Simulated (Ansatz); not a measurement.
The starting structures come from a database of crystals and need not be the phases stable at ambient conditions.

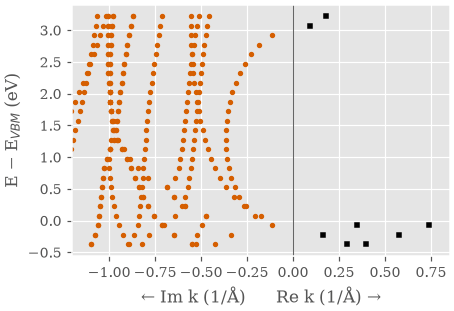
Figure. Complex bands at the centre of the two-dimensional zone; r2SCAN (Ansatz, a quantum-chemistry and plane-wave program)

The gap is the functional's own. No spin-orbit coupling. Mid-gap values are interpolated on the energy grid.

Question: This is NaLi3(H2N)4 (I-4, not sure to be the ambient phase, 16 atoms a cell, 9.6 Å³ an atom, -2 GPa at this level) along the normal of (110). Read off the slowest decay at the centre of the two-dimensional zone at 1.57 eV, the computed energy nearest the middle of the gap.

Answer: κ ≈ 0.36 1/Å, a decay length 1/(2κ) of the density of 1.4 Å.
